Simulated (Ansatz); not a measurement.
# Grüneisen parameters and expansion of Ca2Ir (hypothetical, Fm-3m), part 2 of 3

Which modes of Ca2Ir (hypothetical) drive its thermal expansion? The crystal structure is hypothetical: it was made by swapping elements on a known structure type.

Ansatz 0.2.0; DFT PBE, scalar-relativistic, plane waves, PAW.

So far. Step 2 (A first coarse run): The start is under 2.9 GPa at this level and looks like a metal on this mesh. Step 4 (Relaxing to small residual forces and stress): The residual pressure is -0.0034 GPa, small enough for phonons.

### Step 5. Phonons, V/V0 1

The same q-mesh and k-mesh are kept at every volume, so that much of their error can cancel in the differences.

Input file input.yaml:

```yaml
crystal:
  lattice:
    - [0.0, 3.4411621586, 3.4411621586]
    - [3.4411621586, 0.0, 3.4411621586]
    - [3.4411621586, 3.4411621586, 0.0]
  atoms:
    - { symbol: Ca, position: [0.75, 0.75, 0.75] }
    - { symbol: Ca, position: [0.25, 0.25, 0.25] }
    - { symbol: Ir, position: [0.0, 0.0, 0.0] }
kpoints:
  mp_grid: { grid: [12, 12, 12] }
hamiltonian:
  xc: pbe
scf:
  occupations: { method: methfessel_paxton, width: 0.15 }
output:
  eigenvalues: true
phonons:
  method: dfpt
  qmesh: [2, 2, 2]
  temperatures: { t_max: 1000, t_step: 50 }
  qpath:
    path:
      - [[0.0, 0.0, 0.0], [0.5, 0.0, 0.5], [0.625, 0.25, 0.625]]
      - [[0.375, 0.375, 0.75], [0.0, 0.0, 0.0], [0.5, 0.5, 0.5], [0.5, 0.25, 0.75], [0.5, 0.0, 0.5]]
    npoints: 10
```

On the command line:

```sh
> ansatz run input.yaml --threads 4 --pin off --max-ram 8192MiB --backend cpu --events-out ev --progress --plain --runs-dir out
```

Numbers of over 12 decimals in the logs are rounded to 6 here.

The program printed:

```text
[...]
Crystal: 3 atoms, lattice volume = 81.498 Å³
Basis set: ecut = 420 eV, 1639 PW (Γ), exchange–correlation on 72×72×72 points (8 copies of the dense FFT grid, shifted against one another)
Bands: 23, of which v1, the nominal top of the filled ones, is band 19 counted from 1 (18 counted from 0)
Symmetry: 48 space group operations
k-points: 72 of 1728
[...]
SCF iter   1: F=—  HF=-15569.628556 eV  |F-HF|=—  |Δ(HF+E_count)|=         —  Δρ=4.99e-3  dr2=9.83e-3  ethr=1.77e-3  ⟨swp⟩=6.5  Hψ=7692  notcnv=0
[...]
SCF iter  10: F=-15569.628686 eV  HF=-15569.628686 eV  |F-HF|=9.09e-12  |Δ(HF+E_count)|=  3.09e-11  S|Δr|=    0.00e0  Δρ=3.02e-8  dr2=5.86e-13  ethr=1.00e-12  ⟨swp⟩=5.6  Hψ=6651  notcnv=0
SCF 1 converged in 10 iterations: F = -15569.628686 eV  dr2 = 5.86e-13
[...]
phonons: the bands overlap, so this run is a metal and interpolates without the dipole-dipole term. If the crystal is really an insulator or semiconductor, its LO-TO splitting is missing
NSCF: frozen V_eff on 72 k-points
[...]
DFPT response loops at q = (0, 0, 0) (fractional): preconditioner auto → Kerker (q_TF=auto, 2.392 Å⁻¹) (partly filled bands, converged f_vac=0.000); β = 1.00, the filter's whole step (`scf.mixing.beta` (0.50) is not read by the response loops under this deck's `scf.mixing.preconditioner`; to damp them name `kerker` or `kerker_dos`, under which they read `scf.mixing.beta`, and type it under 1.00, their step now; both keys bind the ground state too); Broyden in place of MSR1
[...]
SCF converged after 10 iterations
[...]
Free energy (F): -15569.628686 eV
[...]
Internal energy: -15569.625371 eV  (E = F + TS)
E sigma→0 (E₀):  -15569.627857 eV
Entropy (-TS):   -0.003315 eV (-1.105 meV/atom)
Fermi energy:    8.875410 eV
[...]
--- Band table (eV; the first three rows and the last of 72) ---
  k-point 0: bands = [... 15 lower, 7.6577, 7.6577, 7.6577, 10.0165, 10.0165, 10.0165, 12.3519, 12.3519]
  k-point 1: bands = [... 15 lower, 7.6392, 7.6551, 7.6551, 9.8809, 10.0654, 10.0654, 12.3495, 12.3495]
  k-point 2: bands = [... 15 lower, 7.5923, 7.6493, 7.6493, 9.5331, 10.2034, 10.2034, 12.3505, 12.3505]
  k-point 71: bands = [... 15 lower, 7.1866, 7.7153, 7.8195, 9.5336, 9.5336, 10.6673, 11.9256, 12.0607]
--- Phonons (Γ-DFPT): 2 representative perturbations + reference (Σ response iterations 6) ---
  ASR residual: 5.655e-5 → 0.000e0 eV/Å²; symmetrization residual: 1.109e-6 eV/Å²
  ASR residual per site (eV/Å²): 2.48e-5 2.48e-5 5.66e-5
  Γ frequencies (cm⁻¹): 0.00 0.00 0.00 137.10 137.10 137.10 205.29 205.29 205.29
--- Phonons (arbitrary-q DFPT): 3 irreducible q on the 2×2×2 mesh ---
  q = [0.0000, 0.0000, 0.0000] (star 1, of the zone-centre solve; hermiticity 5.43e-7, symmetrization 1.72e-12): -0.00 0.00 0.00 137.10 137.10 137.10 205.29 205.29 205.29
  q = [0.0000, 0.0000, -0.5000] (star 4, 2 solved perturbations on 476 of 1728 k-point pairs; hermiticity 4.85e-6, symmetrization 4.71e-13): 56.65 56.65 93.10 148.97 158.43 158.43 169.28 169.28 172.37
  q = [0.0000, -0.5000, -0.5000] (star 3, 4 solved perturbations in 886 linear systems a pass and spin channel, the states on 280 of 1728 k-point pairs; hermiticity 4.00e-6, symmetrization 1.16e-13): 65.14 71.32 71.32 91.78 91.78 95.93 195.14 195.14 229.26
  sum rule: each row above includes the acoustic sum rule's correction from the zone centre's row sums; it moved no ω² by more than (0.41 cm⁻¹)²
  mesh force constants: q→R imaginary residual 4.18e-17; ASR residual 5.655e-5 → 0.000e0 eV/Å²; symmetrization residual 4.441e-15 eV/Å²
  interpolated dispersion: 62 rows × 9 modes
  density of states and harmonic sums: on the 16×16×16 q-mesh, interpolated from the force constants of a 2×2×2 supercell (no non-analytic term)
  largest difference from the sums on the solved wave vectors: F 9.24e-2 eV, S 1.25e-4 and C_V 3.23e-5 eV/K
  zero-point energy: 0.071254 eV/cell   skipped modes (ω ≤ 0): 3   left out of the sums: 8.14e-5 of the cell's modes: C_V's classical limit lies that fraction below 3 k_B per atom; for a crystal, a wire or a layer, F and S can be off by more, and a phonons.interpolated_qmesh denser along its periods is the remedy for the sampling
```

It took 3.6 min on 4 threads of Arm Neoverse N1, shared host; peak memory 2.1 GiB.

Numbers from this step:

* lowest frequency on the path: 0 cm⁻¹
* zero-point energy: 0.07125 eV/cell
* point group: m-3m
* highest frequency: 229.3 cm⁻¹
* Debye temperature from the second moment: 258 K

No LO-TO term. Phonon branches along the path, in cm⁻¹:

| point | branch 1 | branch 2 | branch 3 | branch 4 | branch 5 | branch 6 | branch 7 | branch 8 | branch 9 |
| --- | --- | --- | --- | --- | --- | --- | --- | --- | --- |
| Γ | 0 | 0 | 0 | 137 | 137 | 137 | 205 | 205 | 205 |
| X | 65 | 71 | 71 | 92 | 92 | 96 | 195 | 195 | 229 |
| U | 68 | 72 | 79 | 88 | 111 | 115 | 189 | 190 | 221 |
| jump to K | 68 | 72 | 79 | 88 | 111 | 115 | 189 | 190 | 221 |
| Γ | 0 | 0 | 0 | 137 | 137 | 137 | 205 | 205 | 205 |
| L | 57 | 57 | 93 | 149 | 158 | 158 | 169 | 169 | 172 |
| W | 71 | 78 | 82 | 83 | 83 | 154 | 154 | 213 | 214 |
| X | 65 | 71 | 71 | 92 | 92 | 96 | 195 | 195 | 229 |

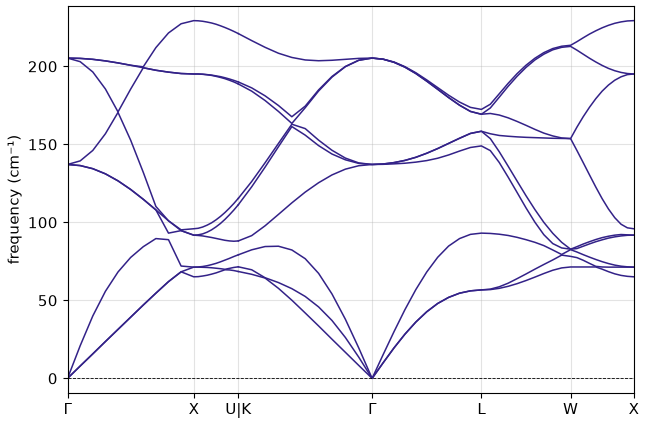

Phonon branches along the path.

The phonon density of states has structure finer than the step of the table below, so its rows give means over 10 cm⁻¹, whole bins alone (the curve runs from 1 to 229 cm⁻¹). Peaks (cm⁻¹: height): 67.0: 0.087, 89.0: 0.117, 135.0: 0.0495, 201.0: 0.0952.

Tetrahedra on 16 16 16, mean over bins of 2 cm⁻¹. Phonon density of states against wavenumber; means over each step:

| wavenumber (cm⁻¹) | phonon density of states (1/cm⁻¹/cell) |
| --- | --- |
| 10 | 7.3e-4 |
| 20 | 0.00335 |
| 30 | 0.00832 |
| 40 | 0.0172 |
| 50 | 0.0363 |
| 60 | 0.0789 |
| 70 | 0.0684 |
| 80 | 0.0390 |
| 90 | 0.0783 |
| 100 | 0.0328 |
| 110 | 0.0374 |
| 120 | 0.0424 |
| 130 | 0.0469 |
| 140 | 0.0442 |
| 150 | 0.0445 |
| 160 | 0.0279 |
| 170 | 0.0404 |
| 180 | 0.0506 |
| 190 | 0.0634 |
| 200 | 0.0877 |
| 210 | 0.0330 |
| 220 | 0.0159 |

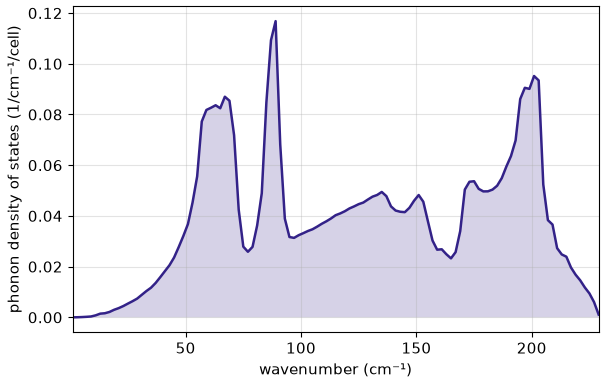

Phonon density of states, plotted against wavenumber.

Harmonic. Thermo, by row:

| T (K) | F_vib (meV/atom) | S (J/mol-atom/K) | C_V (J/mol-atom/K) |
| --- | --- | --- | --- |
| 0 | 23.75 | 0 | 0 |
| 50 | 22.76 | 5.927 | 10.42 |
| 100 | 16.99 | 16.11 | 18.62 |
| 150 | 6.42 | 24.34 | 21.7 |
| 200 | -7.93 | 30.79 | 23.02 |
| 250 | -25.28 | 36.01 | 23.68 |
| 300 | -45.1 | 40.36 | 24.05 |
| 350 | -67 | 44.08 | 24.28 |
| 400 | -90.71 | 47.34 | 24.43 |
| 450 | -116 | 50.22 | 24.54 |
| 500 | -142.7 | 52.81 | 24.61 |
| 550 | -170.7 | 55.16 | 24.67 |
| 600 | -199.8 | 57.31 | 24.71 |
| 650 | -230.1 | 59.29 | 24.75 |
| 700 | -261.3 | 61.12 | 24.77 |
| 750 | -293.4 | 62.83 | 24.8 |
| 800 | -326.4 | 64.43 | 24.81 |
| 850 | -360.1 | 65.94 | 24.83 |
| 900 | -394.7 | 67.36 | 24.84 |
| 950 | -429.9 | 68.7 | 24.85 |
| 1000 | -465.9 | 69.97 | 24.86 |

The modes has structure finer than the step of the table below, so its rows give means over 20 cm⁻¹, whole bins alone (the curve runs from -10 to 246 cm⁻¹). Peaks (cm⁻¹: height): Ca 134.6: 0.0426, 149.1: 0.0463, 158.7: 0.0411, 171.5: 0.0515, 197.3: 0.0898; Ir 63.9: 0.0720, 88.0: 0.0880.

Phonopy on the run's constants, 15x15x15 mesh, Gaussian sigma 2.0 cm⁻¹. The modes by wavenumber; means over each step; values in 1/cm⁻¹/cell:

| wavenumber (cm⁻¹) | Ca | Ir |
| --- | --- | --- |
| 0 | 4.0e-5 | 9.9e-5 |
| 20 | 0.00104 | 0.00268 |
| 40 | 0.00435 | 0.0143 |
| 60 | 0.0110 | 0.0590 |
| 80 | 0.0125 | 0.0456 |
| 100 | 0.0262 | 0.0145 |
| 120 | 0.0355 | 0.00607 |
| 140 | 0.0399 | 0.00441 |
| 160 | 0.0335 | 0.00158 |
| 180 | 0.0494 | 8.2e-4 |
| 200 | 0.0703 | 6.6e-4 |
| 220 | 0.0162 | 6.8e-5 |

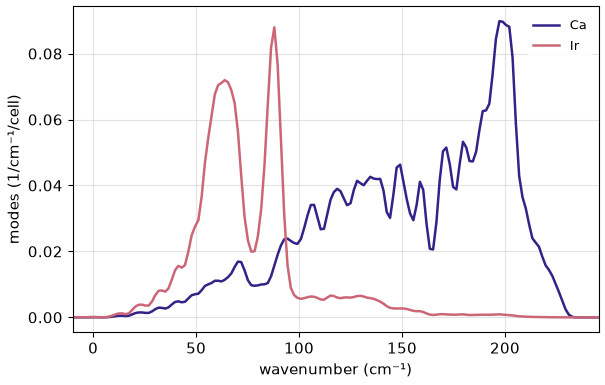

Modes, plotted against wavenumber.

No LO-TO term. Modes at Γ, with each element's share of the kinetic energy:

| mode | frequency (cm⁻¹) | symmetry | Ca % | Ir % |
| --- | --- | --- | --- | --- |
| 1 | 0.0 | T1u | 29 | 71 |
| 2 | 0.0 | T1u | 29 | 71 |
| 3 | 0.0 | T1u | 29 | 71 |
| 4 | 137.1 | T1u | 71 | 29 |
| 5 | 137.1 | T1u | 71 | 29 |
| 6 | 137.1 | T1u | 71 | 29 |
| 7 | 205.3 | T2g | 100 | 0 |
| 8 | 205.3 | T2g | 100 | 0 |
| 9 | 205.3 | T2g | 100 | 0 |

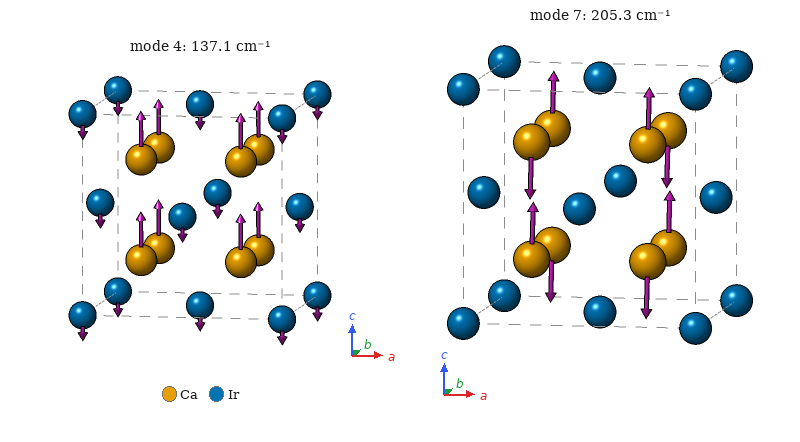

Displacement patterns of modes 4 and 7 at Γ; arrows are exaggerated. Some periodic images of atoms are drawn too.

No mode is imaginary beyond numerical noise at the solved wavevectors.

### Step 6. A cell at another volume, V/V0 1.015

Symmetry fixes every atom, so a single point at the scaled cell gives the energy and pressure of this member.

The cell differs from the one that the last finished run ended in (a 4.867 → 4.891 Å, b 4.867 → 4.891 Å, c 4.867 → 4.891 Å).

input.yaml, the sections that differ from step 5:

```yaml
crystal:
  lattice:
    - [0.0, 3.4582826502, 3.4582826502]
    - [3.4582826502, 0.0, 3.4582826502]
    - [3.4582826502, 3.4582826502, 0.0]
  atoms:
    - { symbol: Ca, position: [0.75, 0.75, 0.75] }
    - { symbol: Ca, position: [0.25, 0.25, 0.25] }
    - { symbol: Ir, position: [0.0, 0.0, 0.0] }
output:
  forces: true
  stress: true
  eigenvalues: true
# kpoints, hamiltonian, scf: as in step 5
# phonons: removed
```

The program printed:

```text
[...]
Crystal: 3 atoms, lattice volume = 82.720 Å³
Basis set: ecut = 420 eV, 1639 PW (Γ), exchange–correlation on 72×72×72 points (8 copies of the dense FFT grid, shifted against one another)
Bands: 23, of which v1, the nominal top of the filled ones, is band 19 counted from 1 (18 counted from 0)
Symmetry: 48 space group operations
[...]
k-points: 72 of 1728
[...]
SCF iter   1: F=—  HF=-15569.625417 eV  |F-HF|=—  |Δ(HF+E_count)|=         —  Δρ=5.00e-3  dr2=8.45e-3  ethr=1.77e-3  ⟨swp⟩=6.5  Hψ=7669  notcnv=0
[...]
SCF iter   8: F=-15569.626007 eV  HF=-15569.626007 eV  |F-HF|=1.08e-9  |Δ(HF+E_count)|=   3.21e-9  S|Δr|=    0.00e0  Δρ=1.36e-6  dr2=2.97e-9  ethr=2.70e-10  ⟨swp⟩=4.4  Hψ=5247  notcnv=0
SCF 1 converged in 8 iterations: F = -15569.626007 eV  dr2 = 2.97e-9
[...]
SCF converged after 8 iterations
[...]
Free energy (F): -15569.626007 eV
[...]
Internal energy: -15569.622708 eV  (E = F + TS)
E sigma→0 (E₀):  -15569.625183 eV
Entropy (-TS):   -0.003299 eV (-1.100 meV/atom)
Fermi energy:    8.699036 eV
[...]
--- Stress (GPa, compression-positive) ---
       -0.690501      -0.000000       0.000000
       -0.000000      -0.690501      -0.000000
        0.000000       0.000000      -0.690501
  P = ⅓ Tr σ = -0.6905 GPa (-6.905 kbar)
--- Band table (eV; the first three rows and the last of 72) ---
  k-point 0: bands = [... 15 lower, 7.5046, 7.5046, 7.5046, 9.8540, 9.8540, 9.8540, 12.1468, 12.1468]
  k-point 1: bands = [... 15 lower, 7.4868, 7.5024, 7.5024, 9.7174, 9.9016, 9.9016, 12.1446, 12.1446]
  k-point 2: bands = [... 15 lower, 7.4416, 7.4979, 7.4979, 9.3675, 10.0359, 10.0359, 12.1460, 12.1460]
  k-point 71: bands = [... 15 lower, 7.0434, 7.5695, 7.6751, 9.3423, 9.3423, 10.4704, 11.7256, 11.8714]
```

Wall time 3.3 s (4 threads); peak memory 0.43 GiB.

This step gave:

| Item | Value |
| --- | --- |
| pressure | -0.6905 GPa |
| volume per atom | 27.57 Å³ |

The run ends at a pressure of -0.69 GPa.

### Step 7. Lattice dynamics at this volume, V/V0 1.015

The same q-mesh and k-mesh are kept at every volume, so that much of their error can cancel in the differences.

input.yaml, the sections that differ from step 6:

```yaml
output:
  eigenvalues: true
phonons:
  method: dfpt
  qmesh: [2, 2, 2]
  temperatures: { t_max: 1000, t_step: 50 }
  qpath:
    path:
      - [[0.0, 0.0, 0.0], [0.5, 0.0, 0.5], [0.625, 0.25, 0.625]]
      - [[0.375, 0.375, 0.75], [0.0, 0.0, 0.0], [0.5, 0.5, 0.5], [0.5, 0.25, 0.75], [0.5, 0.0, 0.5]]
    npoints: 10
# crystal, kpoints, hamiltonian, scf: as in step 6
```

The program printed:

```text
[...]
Crystal: 3 atoms, lattice volume = 82.720 Å³
Basis set: ecut = 420 eV, 1639 PW (Γ), exchange–correlation on 72×72×72 points (8 copies of the dense FFT grid, shifted against one another)
Bands: 23, of which v1, the nominal top of the filled ones, is band 19 counted from 1 (18 counted from 0)
Symmetry: 48 space group operations
k-points: 72 of 1728
[...]
k-point 71: bands = [... 15 lower, 7.0434, 7.5695, 7.6751, 9.3423, 9.3423, 10.4704, 11.7255, 11.8714]
[...]
ASR residual: 5.870e-5 → 0.000e0 eV/Å²; symmetrization residual: 8.434e-7 eV/Å²
  ASR residual per site (eV/Å²): 1.37e-5 1.37e-5 5.87e-5
  Γ frequencies (cm⁻¹): 0.00 0.00 0.00 133.34 133.34 133.34 202.42 202.42 202.42
--- Phonons (arbitrary-q DFPT): 3 irreducible q on the 2×2×2 mesh ---
[...]
interpolated dispersion: 62 rows × 9 modes
[...]
[key lines of the parts left out:]
SCF converged after 10 iterations
Free energy (F): -15569.626007 eV
Fermi energy:    8.699025 eV
```

Run time: 3.7 min. Hardware: 4 threads; peak memory 2.1 GiB.

No LO-TO term. Phonon branches along the path, in cm⁻¹:

| point | branch 1 | branch 2 | branch 3 | branch 4 | branch 5 | branch 6 | branch 7 | branch 8 | branch 9 |
| --- | --- | --- | --- | --- | --- | --- | --- | --- | --- |
| Γ | 0 | 0 | 0 | 133 | 133 | 133 | 202 | 202 | 202 |
| X | 62 | 70 | 70 | 89 | 89 | 94 | 191 | 191 | 225 |
| U | 68 | 69 | 78 | 87 | 108 | 112 | 185 | 186 | 217 |
| jump to K | 68 | 69 | 78 | 87 | 108 | 112 | 185 | 186 | 217 |
| Γ | 0 | 0 | 0 | 133 | 133 | 133 | 202 | 202 | 202 |
| L | 56 | 56 | 92 | 146 | 154 | 154 | 166 | 166 | 168 |
| W | 70 | 75 | 79 | 82 | 82 | 150 | 150 | 209 | 209 |
| X | 62 | 70 | 70 | 89 | 89 | 94 | 191 | 191 | 225 |

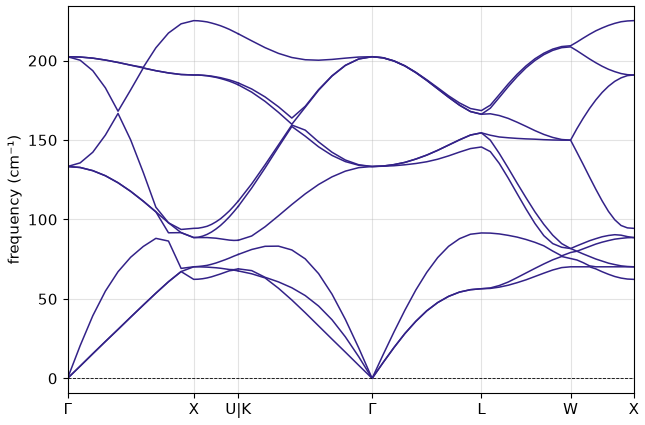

Phonon branches along the path.

No mode is imaginary beyond numerical noise at the solved wavevectors. The highest zone-centre mode (no LO–TO term) moved by -1.4 % for a volume change of +1.5 %.

### Step 8. Single point at a scaled cell, V/V0 0.985

Symmetry fixes every atom, so a single point at the scaled cell gives the energy and pressure of this member.

The cell differs from the one that the last finished run ended in (a 4.891 → 4.842 Å, b 4.891 → 4.842 Å, c 4.891 → 4.842 Å).

input.yaml, the sections that differ from step 7:

```yaml
crystal:
  lattice:
    - [0.0, 3.4238695946, 3.4238695946]
    - [3.4238695946, 0.0, 3.4238695946]
    - [3.4238695946, 3.4238695946, 0.0]
  atoms:
    - { symbol: Ca, position: [0.75, 0.75, 0.75] }
    - { symbol: Ca, position: [0.25, 0.25, 0.25] }
    - { symbol: Ir, position: [0.0, 0.0, 0.0] }
output:
  forces: true
  stress: true
  eigenvalues: true
# kpoints, hamiltonian, scf: as in step 7
# phonons: removed
```

The program printed:

```text
[...]
Crystal: 3 atoms, lattice volume = 80.275 Å³
Basis set: ecut = 420 eV, 1471 PW (Γ), exchange–correlation on 72×72×72 points (8 copies of the dense FFT grid, shifted against one another)
Bands: 23, of which v1, the nominal top of the filled ones, is band 19 counted from 1 (18 counted from 0)
Symmetry: 48 space group operations
[...]
k-points: 72 of 1728
[...]
--- Band table (eV; the first three rows and the last of 72) ---
  k-point 0: bands = [... 15 lower, 7.8157, 7.8157, 7.8157, 10.1836, 10.1836, 10.1836, 12.5627, 12.5627]
  k-point 1: bands = [... 15 lower, 7.7964, 7.8127, 7.8127, 10.0492, 10.2339, 10.2339, 12.5601, 12.5601]
  k-point 2: bands = [... 15 lower, 7.7477, 7.8055, 7.8055, 9.7036, 10.3756, 10.3756, 12.5607, 12.5607]
  k-point 71: bands = [... 15 lower, 7.3341, 7.8653, 7.9681, 9.7311, 9.7311, 10.8701, 12.1319, 12.2549]
[key lines of the parts left out:]
SCF converged after 9 iterations
Free energy (F): -15569.625922 eV
Fermi energy:    9.057284 eV
P = ⅓ Tr σ = 0.7365 GPa (7.365 kbar)
```

Wall time 3.3 s (4 threads); peak memory 0.43 GiB; 12 s of CPU time.

The run ends at a pressure of 0.74 GPa.

### Step 9. Lattice dynamics at this volume, V/V0 0.985

Phonons at this volume give one point of F(V, T); meshes stay fixed along the series.

input.yaml, the sections that differ from step 8:

```yaml
output:
  eigenvalues: true
phonons:
  method: dfpt
  qmesh: [2, 2, 2]
  temperatures: { t_max: 1000, t_step: 50 }
  qpath:
    path:
      - [[0.0, 0.0, 0.0], [0.5, 0.0, 0.5], [0.625, 0.25, 0.625]]
      - [[0.375, 0.375, 0.75], [0.0, 0.0, 0.0], [0.5, 0.5, 0.5], [0.5, 0.25, 0.75], [0.5, 0.0, 0.5]]
    npoints: 10
# crystal, kpoints, hamiltonian, scf: as in step 8
```

The program printed:

```text
[...]
Crystal: 3 atoms, lattice volume = 80.275 Å³
Basis set: ecut = 420 eV, 1471 PW (Γ), exchange–correlation on 72×72×72 points (8 copies of the dense FFT grid, shifted against one another)
Bands: 23, of which v1, the nominal top of the filled ones, is band 19 counted from 1 (18 counted from 0)
Symmetry: 48 space group operations
k-points: 72 of 1728
[...]
k-point 71: bands = [... 15 lower, 7.3341, 7.8653, 7.9681, 9.7311, 9.7311, 10.8701, 12.1319, 12.2549]
[...]
ASR residual: 4.252e-5 → 0.000e0 eV/Å²; symmetrization residual: 2.197e-6 eV/Å²
  ASR residual per site (eV/Å²): 4.39e-6 4.39e-6 4.25e-5
  Γ frequencies (cm⁻¹): 0.00 0.00 0.00 140.94 140.94 140.94 208.18 208.18 208.18
--- Phonons (arbitrary-q DFPT): 3 irreducible q on the 2×2×2 mesh ---
[...]
interpolated dispersion: 62 rows × 9 modes
[...]
[key lines of the parts left out:]
SCF converged after 10 iterations
Free energy (F): -15569.625922 eV
Fermi energy:    9.057287 eV
```

Run time: 3.6 min. Hardware: 4 threads; peak memory 2.1 GiB; 14 min of CPU time.

No LO-TO term. The phonon branches at the labelled points (cm⁻¹):

| point | branch 1 | branch 2 | branch 3 | branch 4 | branch 5 | branch 6 | branch 7 | branch 8 | branch 9 |
| --- | --- | --- | --- | --- | --- | --- | --- | --- | --- |
| Γ | 0 | 0 | 0 | 141 | 141 | 141 | 208 | 208 | 208 |
| X | 68 | 72 | 72 | 95 | 95 | 98 | 200 | 200 | 234 |
| U | 69 | 74 | 80 | 89 | 114 | 119 | 193 | 194 | 225 |
| jump to K | 69 | 74 | 80 | 89 | 114 | 119 | 193 | 194 | 225 |
| Γ | 0 | 0 | 0 | 141 | 141 | 141 | 208 | 208 | 208 |
| L | 57 | 57 | 95 | 152 | 162 | 162 | 172 | 172 | 176 |
| W | 72 | 81 | 84 | 84 | 86 | 158 | 158 | 217 | 218 |
| X | 68 | 72 | 72 | 95 | 95 | 98 | 200 | 200 | 234 |

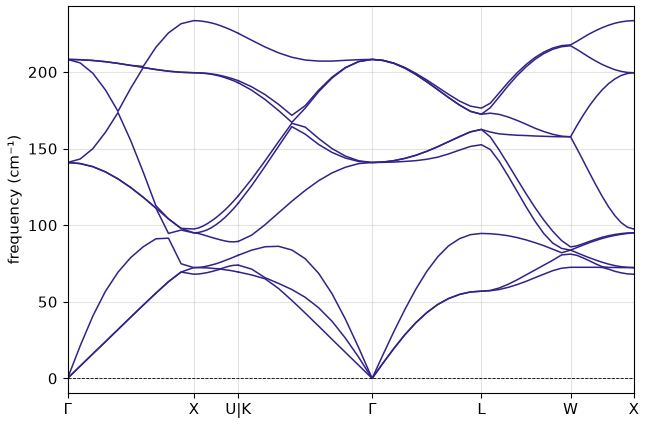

Phonon branches along the path.

No mode is imaginary beyond numerical noise at the solved wavevectors. The highest zone-centre mode (no LO–TO term) moved by +1.4 % for a volume change of -1.5 %.

(Continued in part 3 of 3.)

[Logs are printed without paths, hosts, clocks, repeated set-up lines and the standing remarks that a program may print on its own settings, such as how far it seeks lower states.]

[Hosts, paths, dates, database ids (printed as entryN), source tags and the programs' standing remarks are cut or masked in the printed files.]

[A step with changed settings may run another functional than the one named; its input shows which.]

[Of the runs on displaced cells, only some may be shown.]
